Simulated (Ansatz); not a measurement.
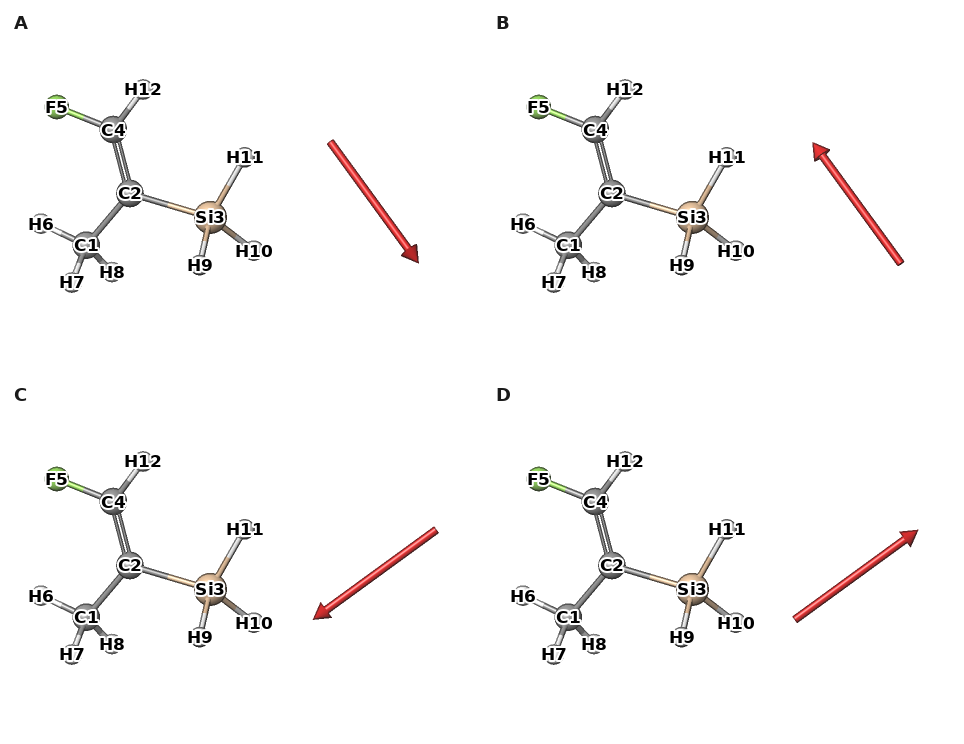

The same molecule four times, each with an arrow. The geometry was computed by an optimisation with PBE-D4/def2-SVP. No frequency run is at hand to confirm it as a minimum. Level of theory: RKS PBE-D4/def2-SVP (Ansatz 0.2.0).

Which arrow points along the dipole moment, from the negative to the positive end?

A. The dipole moment is 0.36 D; it points from the side of F5 to the side of H9, H10 (the outermost atoms at the two ends).
